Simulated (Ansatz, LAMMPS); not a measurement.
# Charge trapping in amorphous 59Ga2O3-41P2O5 (mol %) (64 atoms), part 3 of 4

Aim: add and remove one electron in amorphous 59Ga2O3-41P2O5 (mol %) (64 atoms), with atoms held and relaxed, and read trapping energy and localisation.

Ansatz 0.2.0; Kohn-Sham DFT, PBE, PAW (set soft_1), plane waves.

The cell: 13 Ga, 9 P and 42 O. The quench rate of 100 K/ps is many orders above laboratory rates. The network of bonds at the start is that of the classical potential that made the cell. Only the Γ point is sampled, in a cell whose shortest periodic width is 9 Å.

So far. Step 6 (An extra electron, atoms relaxed): The relaxation converged after 5 steps, 0.0709 eV below its start, with a largest force component of 0.034 eV/Å. Step 6 (An extra electron, atoms relaxed): An extra electron, atoms relaxed: the energy stands 7.33 eV above that of the reference, with a moment of 1.00 μB.

**7. An extra electron, levels at the relaxed geometry**

A single point at the new geometry gives levels and spin density.

File input.yaml:

```yaml
crystal:
  lattice:
    - [9.20781, 0.0, 0.0]
    - [0.0, 9.20781, 0.0]
    - [0.0, 0.0, 9.20781]
  atoms:
    - { symbol: Ga, position: [0.4473, 0.25626, 0.8965] }
    - { symbol: Ga, position: [0.97775, 0.88392, 0.89998] }
    - { symbol: Ga, position: [0.06637, 0.87866, 0.26897] }
    - { symbol: Ga, position: [0.9214, 0.05194, 0.58693] }
    - { symbol: Ga, position: [0.58872, 0.94118, 0.3433] }
    - { symbol: Ga, position: [0.96971, 0.60838, 0.06431] }
    [... 52 atom lines left out ...]
    - { symbol: O, position: [0.38834, 0.66944, 0.58289] }
    - { symbol: O, position: [0.14139, 0.00813, 0.8988] }
    - { symbol: O, position: [0.75738, 0.45972, 0.96481] }
    - { symbol: O, position: [0.1138, 0.48911, 0.14214] }
    - { symbol: O, position: [0.21379, 0.39826, 0.70184] }
    - { symbol: O, position: [0.87004, 0.8419, 0.33991] }
total_charge: -1
kpoints:
  mp_grid: { grid: [1, 1, 1] }
hamiltonian:
  xc: pbe
  pseudopotentials: { kind: paw, azcp: { folder: soft_1 } }
scf:
  occupations: { method: fermi_dirac, width: 0.01 }
  lower_state_search: "off"
output:
  forces: true
  stress: true
  populations: true
  dos:
    method: { smearing: { sigma: 0.08 } }
    de: 0.1
    projected: { site_lists: { Ga: [Ga], O: [O], P: [P] } }
  eigenvalues: true
  write_density: true
  write_potential: true
  volumetric_format: npy
magnetization:
  spin_polarized: true
  initial_magnetization: 1
```

Run with:

```
ansatz run input.yaml --threads 4 --pin off --max-ram 8192MiB --backend cpu --events-out ev --progress --plain --runs-dir out
```

Numbers of over 12 decimals in the logs are rounded to 6 here.

Output:

```text
[...]
Crystal: 64 atoms, lattice volume = 780.673 Å³
Basis set: ecut = 420 eV, 15275 PW (Γ), exchange–correlation on 128×128×128 points (8 copies of the dense FFT grid, shifted against one another)
Bands: 298, of which v1, the nominal top of the filled ones, is band 234 counted from 1 (233 counted from 0)
Symmetry: 1 space group operations
[...]
k-points: 1
[...]
Starting moments: Σ|m| = 1 μB on 64 of 64 sites
[...]
SCF iter   1: F=—  HF=-79850.953192 eV  |F-HF|=—  |Δ(HF+E_count)|=         —  Δρ=6.00e-2 (↑5.78e-2 ↓6.00e-2)  dr2=8.59e1  dr2_m=4.97e-2  M=1.000 μB ∫|m|=1.077 μB  β_m=1.00  ethr=3.10e-3  ⟨swp⟩=6.0  Hψ=2580  notcnv=0  defer=57
[...]
SCF iter  16: F=-79824.064041 eV  HF=-79824.064041 eV  |F-HF|=1.50e-9  |Δ(HF+E_count)|=   2.74e-9  Δρ=5.18e-7 (↑4.78e-7 ↓5.18e-7)  dr2=6.72e-9  dr2_m=3.14e-10  M=0.995 μB ∫|m|=1.167 μB  ethr=9.15e-12  ⟨swp⟩=7.0  Hψ=3600  notcnv=0
SCF 1 converged in 16 iterations: F = -79824.064041 eV  dr2 = 6.72e-9
[...]
SCF converged after 16 iterations
Magnetization: 0.9953 μB (233.9976 up, 233.0024 down)
Absolute magnetization: 1.0755 μB (∫|ρ↑−ρ↓|, with the PAW one-centre terms)
[...]
Per-site moments (μB) at R_I (Å): [(0.0031125, 0.747571), (0.00447009, 0.780325), (0.00206211, 0.767181), (0.00765401, 0.763064), (0.00630964, 0.786592), [...]
Free energy (F): -79824.064041 eV
[...]
Internal energy: -79824.063708 eV  (E = F + TS)
E sigma→0 (E₀):  -79824.063874 eV
Entropy (-TS):   -0.000333 eV (-0.005 meV/atom)
Fermi energy:    7.335934 eV
[...]
--- Forces (eV/Å), atoms counted from 1 ---
  atom   1  Ga    -0.03224546    -0.00005311     0.00559850
  atom   2  Ga     0.00843790    -0.00165900    -0.00483284
  atom   3  Ga     0.00237560     0.00325333     0.02395584
  atom   4  Ga    -0.00492524    -0.00529581     0.00816422
  atom   5  Ga     0.00719868    -0.00405105     0.00383402
  atom   6  Ga     0.00695940    -0.00225159    -0.00401757
  atom   7  Ga     0.01894081    -0.00375689     0.00424306
  atom   8  Ga    -0.00756775     0.00260382    -0.00361967
  atom   9  Ga    -0.00446740     0.00776113     0.00539138
  atom  10  Ga     0.00663181    -0.00445172    -0.00169093
  atom  11  Ga     0.01124550    -0.00345394     0.00110770
  atom  12  Ga     0.00592370    -0.00386239     0.01287003
  atom  13  Ga    -0.00857990     0.01042007     0.01243972
  atom  14  P      0.00463315    -0.01500309     0.01210252
[...]
atom  63  O      0.01025584     0.00383161     0.00508376
  atom  64  O     -0.00948954     0.01440126    -0.00918316
  max |Σ_I F_I| component: 1.57e-5 eV/Å
--- Stress (GPa, compression-positive) ---
        2.124459      -0.590671       0.638225
       -0.590670       0.079816       3.419316
        0.638223       3.419314       2.388462
  P = ⅓ Tr σ = 1.5309 GPa (15.309 kbar)
--- Band table (eV) ---
[...]
--- Löwdin populations: 64 sites ---
  site symbol       q [e]    m [muB]
     0     Ga     11.8875     0.0228
     1     Ga     11.9354     0.0229
     2     Ga     11.9229     0.0127
[...]
63      O      6.7102     0.0012
  spilling = 0.008720 (of n_electrons = 467.000000)
```

It took 27 s on 4 threads of Arm Neoverse V2, shared host; peak memory 1.5 GiB; 1.7 min of CPU time.

An extra electron, levels at the relaxed geometry: the energy stands 7.33 eV above that of the reference, with a moment of 1.00 μB.

The levels nearest the highest filled one (over half full), pooled over k-points and spins:

| level less the highest filled one (eV) | occupation |
| --- | --- |
| -2.69 | 1 |
| -2.61 | 1 |
| -2.60 | 1 |
| 0 | 0.998 |
| 0.121 | 0.002 |
| 1.69 | 0 |
| 1.74 | 0 |
| 1.83 | 0 |

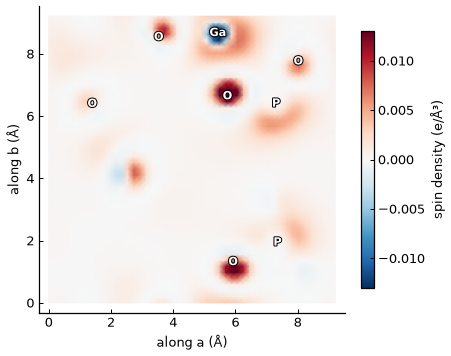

Spin density in the ab plane at fractional z = 0.341, with atoms of Ga and P and O within 0.2 Å of it.

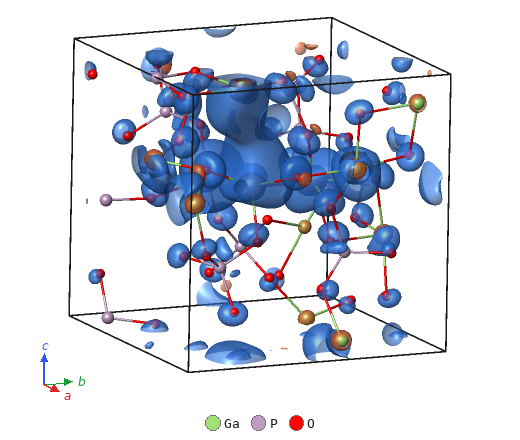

Surfaces of spin density = ±0.0056 e/Å³, which hold about 50 % of the integral of its size. The two colours are the two signs. Bonds to atoms that aren't drawn are left out.

**8. Neutral at the geometry of the electron**

The neutral cell at the new geometry gives the energy of that geometry without the charge.

input.yaml, the sections that differ from step 7:

```yaml
crystal:
  lattice:
    - [9.20781, 0.0, 0.0]
    - [0.0, 9.20781, 0.0]
    - [0.0, 0.0, 9.20781]
  atoms:
    [... the 64 atom lines of step 7 ...]
scf:
  occupations: { method: fixed }
output:
  forces: true
  stress: true
  populations: true
  dos:
    method: { smearing: { sigma: 0.08 } }
    de: 0.1
    projected: { site_lists: { Ga: [Ga], O: [O], P: [P] } }
  eigenvalues: true
# kpoints, hamiltonian: as in step 7
# total_charge: removed
# magnetization: removed
```

Output:

```text
[...]
Crystal: 64 atoms, lattice volume = 780.673 Å³
Basis set: ecut = 420 eV, 15275 PW (Γ), exchange–correlation on 128×128×128 points (8 copies of the dense FFT grid, shifted against one another)
Bands: 297, of which v1, the nominal top of the filled ones, is band 233 counted from 1 (232 counted from 0)
Symmetry: 1 space group operations
[...]
k-points: 1
[...]
SCF iter   1: F=—  HF=-79861.168564 eV  |F-HF|=—  |Δ(HF+E_count)|=         —  Δρ=1.24e-1  dr2=9.12e1  ethr=3.10e-3  ⟨swp⟩=5.0  Hψ=1122  notcnv=0  defer=62
[...]
SCF iter  12: F=—  HF=-79831.304935 eV  |F-HF|=—  |Δ(HF+E_count)|=   4.40e-7  Δρ=7.23e-6  dr2=3.66e-7  ethr=3.53e-10  ⟨swp⟩=2.0  Hψ=468  notcnv=0  defer=62
SCF iter  13: F=-79831.304935 eV  HF=-79831.304935 eV  |F-HF|=2.32e-8  |Δ(HF+E_count)|=   4.16e-8  Δρ=2.94e-6  dr2=5.91e-8  ethr=2.15e-11  ⟨swp⟩=17.0  Hψ=2030  notcnv=0
SCF 1 converged in 13 iterations: F = -79831.304935 eV  dr2 = 5.91e-8
[...]
SCF converged after 13 iterations
Free energy (F): -79831.304935 eV
[...]
Internal energy: -79831.304935 eV  (E = F + TS)
E sigma→0 (E₀):  -79831.304935 eV
Fermi energy:    4.775527 eV
[...]
Σ components = -79831.304935   (vs F -79831.304935, Δ=0.00e0)
--- Forces (eV/Å), atoms counted from 1 ---
  atom   1  Ga    -0.23359623    -0.01152872     0.25008034
  atom   2  Ga     0.22623304     0.02393011     0.11634105
  atom   3  Ga     0.09586925     0.01424097    -0.01149597
  atom   4  Ga     0.30723976    -0.11367638    -0.16057124
[...]
atom  64  O     -0.08926535    -0.06343977     0.05205279
  max |Σ_I F_I| component: 2.16e-5 eV/Å
--- Stress (GPa, compression-positive) ---
        0.802098      -0.728960       0.758144
       -0.728958      -1.239109       3.604222
        0.758142       3.604220       1.238598
  P = ⅓ Tr σ = 0.2672 GPa (2.672 kbar)
--- Band table (eV) ---
[...]
--- Löwdin populations: 64 sites ---
  site symbol       q [e]
     0     Ga     11.8591
     1     Ga     11.9079
     2     Ga     11.9025
[...]
63      O      6.7058
  spilling = 0.008697 (of n_electrons = 466.000000)
```

Run time: 11 s. Hardware: 4 threads; peak memory 0.97 GiB; 41 s of CPU time.

Neutral at the geometry of the electron: the energy stands 0.0939 eV above that of the reference.

**9. An extra hole, atoms held**

The electron count changes by one with the atoms held: a vertical process, on a uniform background, with spin and a narrow Fermi–Dirac smearing. Its energy against the neutral cell hangs on the program's zero of potential.

input.yaml, as its differences from that of step 8:

```diff
@@ -6,3 +6,4 @@
   atoms:
-    [... the 64 atom lines of step 7 ...]
+    [... the 64 atom lines of step 4 ...]
+total_charge: 1
 kpoints:
@@ -13,3 +14,4 @@
 scf:
-  occupations: { method: fixed }
+  occupations: { method: fermi_dirac, width: 0.01 }
+  lower_state_search: "off"
 output:
@@ -23 +25,7 @@
   eigenvalues: true
+  write_density: true
+  write_potential: true
+  volumetric_format: npy
+magnetization:
+  spin_polarized: true
+  initial_magnetization: 1
```

Output:

```text
[...]
Crystal: 64 atoms, lattice volume = 780.673 Å³
Basis set: ecut = 420 eV, 15275 PW (Γ), exchange–correlation on 128×128×128 points (8 copies of the dense FFT grid, shifted against one another)
Bands: 297, of which v1, the nominal top of the filled ones, is band 233 counted from 1 (232 counted from 0)
Symmetry: 1 space group operations
[...]
k-points: 1
[...]
Starting moments: Σ|m| = 1 μB on 64 of 64 sites
[...]
SCF iter   1: F=—  HF=-79870.046354 eV  |F-HF|=—  |Δ(HF+E_count)|=         —  Δρ=6.60e-2 (↑6.40e-2 ↓6.60e-2)  dr2=1.03e2  dr2_m=1.32e-1  M=0.600 μB ∫|m|=0.664 μB  β_m=0.30  ethr=3.10e-3  ⟨swp⟩=6.0  Hψ=2570  notcnv=0  defer=52
[...]
SCF iter   2: F=—  HF=-79848.227340 eV  |F-HF|=—  |Δ(HF+E_count)|=    2.18e1  Δρ=4.03e-2 (↑3.80e-2 ↓4.03e-2)  dr2=3.81e1  dr2_m=8.24e-2  M=0.454 μB ∫|m|=0.528 μB  β_m=0.30  ethr=3.10e-3  ⟨swp⟩=3.0  Hψ=1144  notcnv=0  defer=118
[...]
spin=Collinear: Kerker preconditioning applied to the charge; magnetization (m = ρ↑ − ρ↓) channel mixes plain (no charge-response kernel on spin).
SCF iter   3: F=—  HF=-79838.593767 eV  |F-HF|=—  |Δ(HF+E_count)|=    9.63e0  Δρ=2.04e-2 (↑1.79e-2 ↓2.04e-2)  dr2=8.85e0  dr2_m=8.15e-2  M=0.718 μB ∫|m|=0.767 μB  β_m=0.30  ethr=3.10e-3  ⟨swp⟩=3.0  Hψ=1032  notcnv=0  defer=118
SCF iter   4: F=—  HF=-79836.859118 eV  |F-HF|=—  |Δ(HF+E_count)|=    1.73e0  Δρ=1.45e-2 (↑1.20e-2 ↓1.45e-2)  dr2=5.47e0  dr2_m=4.34e-2  M=0.312 μB ∫|m|=0.408 μB  β_m=0.30  ethr=1.90e-3  ⟨swp⟩=2.0  Hψ=590  notcnv=0  defer=118
[...]
SCF iter   8: F=—  HF=-79835.930453 eV  |F-HF|=—  |Δ(HF+E_count)|=   4.49e-2  Δρ=5.35e-3 (↑2.69e-3 ↓5.35e-3)  dr2=5.20e-1  dr2_m=3.95e-2  M=0.957 μB ∫|m|=1.034 μB  β_m=0.30  ethr=1.50e-4  ⟨swp⟩=2.5  Hψ=640  notcnv=0  defer=118
[...]
SCF iter  10: F=—  HF=-79835.917193 eV  |F-HF|=—  |Δ(HF+E_count)|=   5.52e-3  Δρ=2.75e-3 (↑1.55e-3 ↓2.75e-3)  dr2=2.48e-1  dr2_m=9.60e-3  M=1.000 μB ∫|m|=1.090 μB  β_m=0.48  ethr=5.09e-5  ⟨swp⟩=2.0  Hψ=688  notcnv=0  defer=118
[...]
SCF iter  38: F=-79835.915197 eV  HF=-79835.915197 eV  |F-HF|=6.16e-9  |Δ(HF+E_count)|=  5.09e-10  Δρ=7.28e-7 (↑1.47e-7 ↓7.28e-7)  dr2=7.56e-9  dr2_m=7.66e-10  M=1.000 μB ∫|m|=1.119 μB  β_m=0.43  ethr=2.12e-12  ⟨swp⟩=6.0  Hψ=3044  notcnv=0
SCF iter  39: F=-79835.915197 eV  HF=-79835.915197 eV  |F-HF|=2.23e-9  |Δ(HF+E_count)|=  3.49e-10  Δρ=3.79e-7 (↑9.22e-8 ↓3.79e-7)  dr2=2.83e-9  dr2_m=2.10e-10  M=1.000 μB ∫|m|=1.119 μB  ethr=1.63e-12  ⟨swp⟩=6.0  Hψ=2833  notcnv=0
SCF 1 converged in 39 iterations: F = -79835.915197 eV  dr2 = 2.83e-9
[...]
SCF converged after 39 iterations
Magnetization: 1.0000 μB (233.0000 up, 232.0000 down)
Absolute magnetization: 1.1183 μB (∫|ρ↑−ρ↓|, with the PAW one-centre terms)
[...]
Per-site moments (μB) at R_I (Å): [(0.000270588, 0.745509), (0.00191779, 0.776592), (0.0018109, 0.768974), (2.972710137591215e-5, 0.759789), (-5.100635231740444e-6, 0.781509), [...]
Free energy (F): -79835.915197 eV
[...]
Internal energy: -79835.902254 eV  (E = F + TS)
E sigma→0 (E₀):  -79835.908726 eV
Entropy (-TS):   -0.012943 eV (-0.202 meV/atom)
Fermi energy:    4.430165 eV
[...]
Σ components = -79835.915197   (vs F -79835.915197, Δ=0.00e0)
--- Forces (eV/Å), atoms counted from 1 ---
  atom   1  Ga     0.11024161     0.06950938     0.20908298
  atom   2  Ga    -0.12358642     0.18926443    -0.11319095
  atom   3  Ga    -0.20850448     0.35168608     0.23644248
  atom   4  Ga     0.05696396     0.09651483     0.10829338
[...]
atom  64  O      0.22827548     0.18040653    -0.05113979
  max |Σ_I F_I| component: 3.34e-5 eV/Å
--- Stress (GPa, compression-positive) ---
        1.477106      -0.562765       0.658418
       -0.562763      -0.118855       3.431988
        0.658417       3.431986       2.211638
  P = ⅓ Tr σ = 1.1900 GPa (11.900 kbar)
--- Band table (eV) ---
[...]
--- Löwdin populations: 64 sites ---
  site symbol       q [e]    m [muB]
     0     Ga     11.8386    -0.0024
     1     Ga     11.8916    -0.0045
     2     Ga     11.8854    -0.0055
[...]
63      O      6.6956     0.0149
  spilling = 0.008634 (of n_electrons = 465.000000)
```

The job ended after 51 s (4 threads; peak memory 1.5 GiB).

An extra hole, atoms held: the energy stands 4.52 eV below that of the reference, with a moment of 1.00 μB.

The levels nearest the highest filled one (over half full), pooled over k-points and spins:

| level less the highest filled one (eV) | occupation |
| --- | --- |
| -0.0891 | 1 |
| -0.0574 | 0.999 |
| -0.0373 | 0.99 |
| 0 | 0.703 |
| 0.0167 | 0.309 |
| 2.97 | 0 |
| 2.98 | 0 |
| 4.62 | 0 |

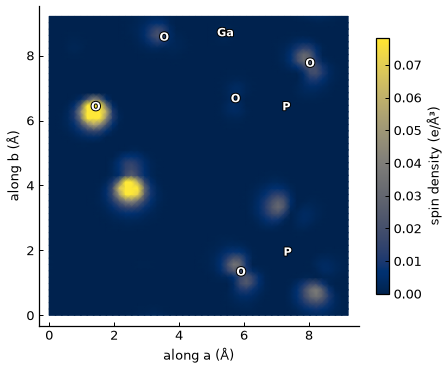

Spin density in the ab plane at fractional z = 0.342, with atoms of Ga and P and O within 0.2 Å of it.

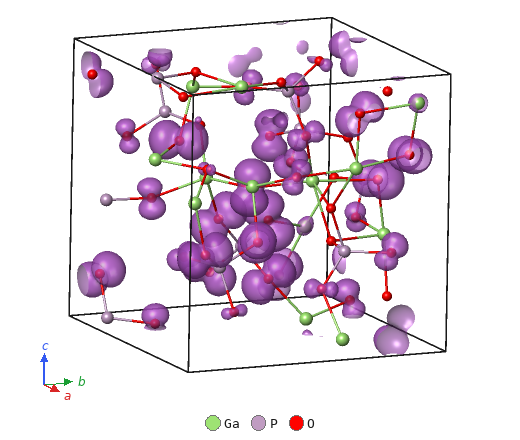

Surface of spin density = 0.0077 e/Å³, which holds about 70 % of the integral of its size. Bonds to atoms that aren't drawn are left out.

[end of part 3 of 4]

[Logs are printed without paths, hosts, clocks, repeated set-up lines and the standing remarks that a program may print on its own settings, such as how far it seeks lower states.]

[Hosts, paths, dates, database ids (printed as entryN), source tags and the programs' standing remarks are cut or masked in the printed files.]
